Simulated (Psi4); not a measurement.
**doublet OH: levels of theory compared**

Wanted: a comparison of 6 runs (UHF/aug-cc-pVTZ, U-revPBE/aug-cc-pVTZ, UB3LYP/aug-cc-pVTZ, UPBE/aug-cc-pVTZ, USVWN5/aug-cc-pVTZ, UCCSD/aug-cc-pVTZ) of doublet OH. 

The results are computed with Psi4 1.11.

2 further runs of the same task are left out: 2 set aside as unsound or not needed.

**1. The system as given**

OH has 2 atoms, charge 0, and is taken as a doublet. SMILES of the parent species: `[OH-]`. The shape is that of a PBE0-D4/def2-TZVPD optimisation. That shape belongs to the parent species and isn't relaxed for this state.

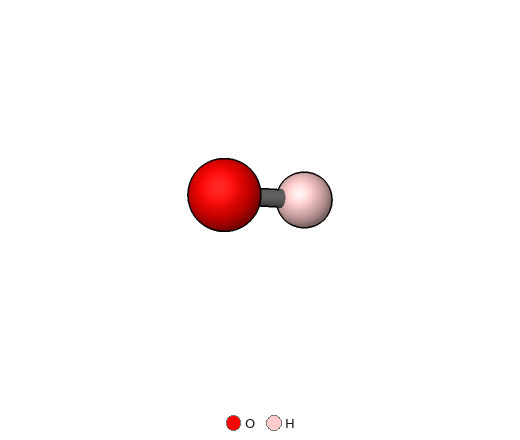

The structure, seen from a chosen angle (oxygen red, hydrogen pink).

**2. Energy and forces at UHF/aug-cc-pVTZ (run 1)**

calc.in

```
memory 1.6 GB

molecule m {
  0 2
  O      0.411800    -0.131800     0.212500
  H     -0.411800     0.131800    -0.212500
  symmetry c1
  no_reorient
  no_com
}

set {
  reference     uhf
  puream        true
  e_convergence 1e-09
  d_convergence 1e-08
  scf_type      pk
  maxiter       100
}

energy_value, wavefunction = gradient('hf/aug-cc-pVTZ', return_wfn=True)
oeprop(wavefunction, 'DIPOLE', 'LOWDIN_CHARGES', 'MAYER_INDICES', title='HF')
```

On the command line:

```sh
$ psi4 -n 1 calc.in calc.out
```

calc.out:

```text
[...]
  Running in c1 symmetry.
[...]
  Nuclear repulsion =    4.393567039872163
[...]
  Multiplicity = 2
[...]
  Nalpha       = 5
  Nbeta        = 4
[...]
    Number of basis functions: 69
[...]
   @UHF iter   1:   -75.39793035940178   -7.44224e-01   3.34324e-03 DIIS/ADIIS
[...]
   @UHF iter  11:   -75.42182507731651   -2.36895e-11   8.30946e-09 DIIS
[...]
   @S^2 Observed:                7.570009847E-01
[...]
  @UHF Final Energy:   -75.42182507731651
   => Energetics <=
    Nuclear Repulsion Energy =              4.3935670398721633
    One-Electron Energy =                -112.7028407093623201
    Two-Electron Energy =                  32.8874485921736408
    Total Energy =                        -75.4218250773165124
  UHF NO Occupations:
  HONO-2 :    3  A 1.9992326
  HONO-1 :    4  A 1.9978819
[...]
  -Total Gradient:
     Atom            X                  Y                   Z
    ------   -----------------  -----------------  -----------------
       1        0.010704128405    -0.003425944934     0.005523621384
       2       -0.010704128405     0.003425944934    -0.005523621384
[...]
 Multipole Moments:
 ------------------------------------------------------------------------------------
     Multipole            Electronic (a.u.)      Nuclear  (a.u.)        Total (a.u.)
 ------------------------------------------------------------------------------------
 L = 1.  Multiply by 2.5417464519 to convert [e a0] to [Debye]
 Dipole X            :         -6.0379014            5.4473245           -0.5905769
 Dipole Y            :          1.9324804           -1.7434613            0.1890190
 Dipole Z            :         -3.1157214            2.8109676           -0.3047538
 Magnitude           :                                                    0.6909299
[...]
```

Run time: 2.2 s. Hardware: 1 thread of Intel Xeon 6975P-C (Granite Rapids), shared host; peak memory 0.26 GiB.

**3. A single-point energy at U-revPBE/aug-cc-pVTZ (run 2)**

run.py

```python
import psi4

psi4.set_memory('1600 MB')
psi4.set_num_threads(1)
psi4.core.set_output_file('ho.out', False)

m = psi4.geometry("""
0 2
O      0.411800    -0.131800     0.212500
H     -0.411800     0.131800    -0.212500
units angstrom
symmetry c1
no_reorient
no_com
""")

psi4.set_options({
    'basis': 'aug-cc-pVTZ',
    'reference': 'uks',
    'puream': True,
    'e_convergence': 1e-09,
    'd_convergence': 1e-08,
    'scf_type': 'pk',
    'dft_radial_points': 99,
    'dft_spherical_points': 590,
    'maxiter': 100,
})

E, wfn = psi4.energy('revpbe', return_wfn=True)
psi4.oeprop(wfn, 'MAYER_INDICES', 'QUADRUPOLE', 'LOWDIN_CHARGES', title='REVPBE')
print(f'revpbe energy: {E:.10f} Eh')
for k, v in sorted(psi4.core.scalar_variables().items()):
    print(f'{k:45s} {v:18.10f}')
```

On the command line:

```sh
$ python run.py
```

ho.out:

```text
[...]
  Running in c1 symmetry.
[...]
  Nuclear repulsion =    4.393567039872163
[...]
  Multiplicity = 2
[...]
  Nalpha       = 5
  Nbeta        = 4
[...]
    Number of basis functions: 69
[...]
   @UKS iter   1:   -75.67429039322454   -2.78902e-01   6.30861e-03 DIIS/ADIIS
[...]
   @UKS iter   9:   -75.74323064364062   -4.00178e-11   9.87080e-09 DIIS
[...]
   @S^2 Observed:                7.524834210E-01
[...]
  @UKS Final Energy:   -75.74323064364062
   => Energetics <=
    Nuclear Repulsion Energy =              4.3935670398721633
    One-Electron Energy =                -112.6347574321101206
    Two-Electron Energy =                  41.3565436620608011
    DFT Exchange-Correlation Energy =      -8.8585839134634661
    Empirical Dispersion Energy =           0.0000000000000000
    VV10 Nonlocal Energy =                  0.0000000000000000
    Total Energy =                        -75.7432306436406151
[...]
 Multipole Moments:
 ------------------------------------------------------------------------------------
     Multipole            Electronic (a.u.)      Nuclear  (a.u.)        Total (a.u.)
 ------------------------------------------------------------------------------------
 L = 1.  Multiply by 2.5417464519 to convert [e a0] to [Debye]
 Dipole X            :         -5.9780579            5.4473245           -0.5307334
 Dipole Y            :          1.9133269           -1.7434613            0.1698656
 Dipole Z            :         -3.0848405            2.8109676           -0.2738729
 Magnitude           :                                                    0.6209175
 L = 2.  Multiply by 1.3450342976 to convert [e a0^2] to [Debye ang]
 Quadrupole XX       :        -10.1080919            5.4502061           -4.6578857
 Quadrupole XY       :          1.6840651           -1.7443836           -0.0603185
[...]
```

Standard output:

```text
revpbe energy: -75.7432306436 Eh
CURRENT ENERGY                                    -75.7432306436
CURRENT REFERENCE ENERGY                          -75.7432306436
DD SOLVATION ENERGY                                 0.0000000000
DFT FUNCTIONAL TOTAL ENERGY                       -75.7432306436
DFT TOTAL ENERGY                                  -75.7432306436
DFT VV10 ENERGY                                     0.0000000000
DFT XC ENERGY                                      -8.8585839135
GRID ELECTRONS ALPHA                                5.0000000025
GRID ELECTRONS BETA                                 4.0000000030
GRID ELECTRONS TOTAL                                9.0000000055
NUCLEAR REPULSION ENERGY                            4.3935670399
ONE-ELECTRON ENERGY                              -112.6347574321
PCM POLARIZATION ENERGY                             0.0000000000
PE ENERGY                                           0.0000000000
SCF ITERATION ENERGY                              -75.7432306436
SCF ITERATIONS                                      9.0000000000
SCF TOTAL ENERGY                                  -75.7432306436
TWO-ELECTRON ENERGY                                41.3565436621
XC GRID RADIAL POINTS                              99.0000000000
XC GRID SPHERICAL POINTS                          590.0000000000
XC GRID TOTAL POINTS                           114710.0000000000
```

Wall time 4.5 s (1 thread of Intel Xeon 6975P-C (Granite Rapids), shared host); peak memory 0.49 GiB.

**4. Energy and gradient at UB3LYP/aug-cc-pVTZ (run 3)**

ho.xyz

```xyz
2
HO
O      0.411800    -0.131800     0.212500
H     -0.411800     0.131800    -0.212500
```

calc.py

```python
import psi4

psi4.set_memory('1600 MB')
psi4.set_num_threads(1)
psi4.core.set_output_file('run.log', False)

with open('ho.xyz') as f:
    atoms = ''.join(f.readlines()[2:])
molecule = psi4.geometry('0 2\n' + atoms + 'symmetry c1')

psi4.set_options({
    'reference': 'uks',
    'puream': True,
    'e_convergence': 1e-09,
    'd_convergence': 1e-08,
    'scf_type': 'pk',
    'dft_radial_points': 99,
    'dft_spherical_points': 590,
    'maxiter': 100,
})

energy_value, wavefunction = psi4.gradient('b3lyp/aug-cc-pVTZ', return_wfn=True)
psi4.oeprop(wavefunction, 'DIPOLE', 'MULLIKEN_CHARGES', 'QUADRUPOLE', title='B3LYP')
print('gradient / Eh bohr^-1')
print(energy_value.np.round(6))
print(f'energy = {wavefunction.energy():.10f} Eh')
for k, v in sorted(psi4.core.scalar_variables().items()):
    print(f'{k:45s} {v:18.10f}')
```

On the command line:

```sh
$ python calc.py
```

run.log:

```text
[...]
  Running in c1 symmetry.
[...]
  Nuclear repulsion =    4.393567039872164
[...]
  Multiplicity = 2
[...]
  Nalpha       = 5
  Nbeta        = 4
[...]
    Number of basis functions: 69
[...]
   @UKS iter   1:   -75.71233800499274   -3.68632e-01   5.71408e-03 DIIS/ADIIS
[...]
   @UKS iter  10:   -75.76847470111649   -7.95808e-13   1.45736e-09 DIIS
[...]
   @S^2 Observed:                7.526143277E-01
[...]
  @UKS Final Energy:   -75.76847470111649
   => Energetics <=
    Nuclear Repulsion Energy =              4.3935670398721642
    One-Electron Energy =                -112.6924425819828883
    Two-Electron Energy =                  39.7130290561288746
    DFT Exchange-Correlation Energy =      -7.1826282151346481
    Empirical Dispersion Energy =           0.0000000000000000
    VV10 Nonlocal Energy =                  0.0000000000000000
    Total Energy =                        -75.7684747011164887
[...]
  -Total Gradient:
     Atom            X                  Y                   Z
    ------   -----------------  -----------------  -----------------
       1       -0.000000000000    -0.000000000000    -0.011322516929
       2        0.000000000000     0.000000000000     0.011322590266
[...]
  Mulliken Charges: (a.u.)
   Center  Symbol    Alpha    Beta     Spin     Total
       1     O     4.61847  3.60715  1.01132 -0.22563
       2     H     0.38153  0.39285 -0.01132  0.22563
   Total alpha =  5.00000, Total beta =  4.00000, Total charge =  0.00000
```

The script printed:

```text
gradient / Eh bohr^-1
[[-0.       -0.       -0.011323]
 [ 0.        0.        0.011323]]
energy = -75.7684747011 Eh
CURRENT ENERGY                                    -75.7684747011
CURRENT REFERENCE ENERGY                          -75.7684747011
DD SOLVATION ENERGY                                 0.0000000000
DFT FUNCTIONAL TOTAL ENERGY                       -75.7684747011
DFT TOTAL ENERGY                                  -75.7684747011
DFT VV10 ENERGY                                     0.0000000000
DFT XC ENERGY                                      -7.1826282151
GRID ELECTRONS ALPHA                                5.0000000020
GRID ELECTRONS BETA                                 4.0000000026
GRID ELECTRONS TOTAL                                9.0000000046
NUCLEAR REPULSION ENERGY                            4.3935670399
ONE-ELECTRON ENERGY                              -112.6924425820
PCM POLARIZATION ENERGY                             0.0000000000
PE ENERGY                                           0.0000000000
SCF ITERATION ENERGY                              -75.7684747011
SCF ITERATIONS                                     10.0000000000
SCF TOTAL ENERGY                                  -75.7684747011
TWO-ELECTRON ENERGY                                39.7130290561
XC GRID RADIAL POINTS                              99.0000000000
XC GRID SPHERICAL POINTS                          590.0000000000
XC GRID TOTAL POINTS                           114710.0000000000
```

Run time: 5.7 s. Hardware: 1 thread of Intel Xeon 6975P-C (Granite Rapids), shared host; peak memory 0.49 GiB.

Runs 4 to 5 aren't shown in full; the table further down has their settings and results.

**5. A single-point energy at UCCSD/aug-cc-pVTZ (run 6)**

ho.xyz is that of step 4.

run.py

```python
import psi4

psi4.set_memory(1600000000)
psi4.set_num_threads(1)
psi4.set_output_file('ho.out', False)

with open('ho.xyz') as f:
    atoms = ''.join(f.readlines()[2:])
mol = psi4.geometry('0 2\n' + atoms + 'symmetry c1\nno_reorient\nno_com')

options = {'basis': 'aug-cc-pVTZ', 'reference': 'uhf', 'puream': True, 'e_convergence': 1e-09, 'd_convergence': 1e-08, 'scf_type': 'pk', 'num_frozen_docc': 1, 'maxiter': 100}
psi4.set_options(options)

e_tot = psi4.energy('ccsd', molecule=mol)
print(f'total energy {e_tot:.8f} hartree = {e_tot * 27.211386:.5f} eV')
```

On the command line:

```sh
$ python run.py
```

ho.out:

```text
[...]
  Running in c1 symmetry.
[...]
  Nuclear repulsion =    4.393567039872163
[...]
  Multiplicity = 2
[...]
  Nalpha       = 5
  Nbeta        = 4
[...]
    Number of basis functions: 69
[...]
   @UHF iter   1:   -75.39793035940178   -7.44224e-01   3.34324e-03 DIIS/ADIIS
[...]
   @UHF iter  11:   -75.42182507731651   -2.36895e-11   8.30946e-09 DIIS
[...]
   @S^2 Observed:                7.570009847E-01
[...]
  @UHF Final Energy:   -75.42182507731651
   => Energetics <=
    Nuclear Repulsion Energy =              4.3935670398721633
    One-Electron Energy =                -112.7028407093623201
    Two-Electron Energy =                  32.8874485921736408
    Total Energy =                        -75.4218250773165124
  UHF NO Occupations:
  HONO-2 :    3  A 1.9992326
  HONO-1 :    4  A 1.9978819
[...]
 Multipole Moments:
 ------------------------------------------------------------------------------------
     Multipole            Electronic (a.u.)      Nuclear  (a.u.)        Total (a.u.)
 ------------------------------------------------------------------------------------
 L = 1.  Multiply by 2.5417464519 to convert [e a0] to [Debye]
 Dipole X            :         -6.0379014            5.4473245           -0.5905769
 Dipole Y            :          1.9324804           -1.7434613            0.1890190
 Dipole Z            :         -3.1157214            2.8109676           -0.3047538
 Magnitude           :                                                    0.6909299
[...]
      * MP2 total energy                      =  -75.626305005625937
[...]
      * CCSD total energy                     =  -75.639650899897589
```

The script printed:

```text
total energy -75.63965090 hartree = -2058.25974 eV
```

Run time: 9.3 s. Hardware: 1 thread of Intel Xeon 6975P-C (Granite Rapids), shared host; peak memory 0.47 GiB.

**6. All runs side by side**

```tsv
run	level	task	integration grid	energy (Eh)	dipole moment (D)	HOMO energy (eV)	LUMO energy (eV)	wall time
1	UHF/aug-cc-pVTZ	gradient	–	-75.421825	1.76	-13.99	0.81	2.2 s
2	U-revPBE/aug-cc-pVTZ	energy	99 radial × 590 angular	-75.743231	1.58	-7.34	-6.28	4.5 s
3	UB3LYP/aug-cc-pVTZ	gradient	99 radial × 590 angular	-75.768475	1.64	-9.02	-5.05	5.7 s
4	UPBE/aug-cc-pVTZ	gradient	99 radial × 590 angular	-75.682199	1.59	-7.39	-6.47	5.7 s
5	USVWN5/aug-cc-pVTZ	gradient	99 radial × 590 angular	-75.200139	1.65	-7.43	-7.26	4.2 s
6	UCCSD/aug-cc-pVTZ	energy	–	-75.639651	–	-13.99	0.81	9.3 s
```

**7. Results**

| quantity | value |
| --- | --- |
| run 6: total energy | -75.63965 Eh |
| run 6: HOMO energy (Hartree–Fock orbitals) (highest over α and β) | -13.99 eV |
| run 6: LUMO energy (Hartree–Fock orbitals) (lowest over α and β) | 0.81 eV |
| run 6: correlation energy (1 core orbital frozen) | -217.8 mEh |
| run 6: ⟨S²⟩ of the reference determinant | 0.757 |
| run 6: T1 diagnostic | 0.014 |

What this shows: Over runs 1, 2, 3, 4, 5 the dipole moment (its size) runs from 1.58 D (U-revPBE/aug-cc-pVTZ) to 1.76 D (UHF/aug-cc-pVTZ). Totals of different functionals can't be ranked against each other. All runs together took 32 s, the longest 9.3 s.
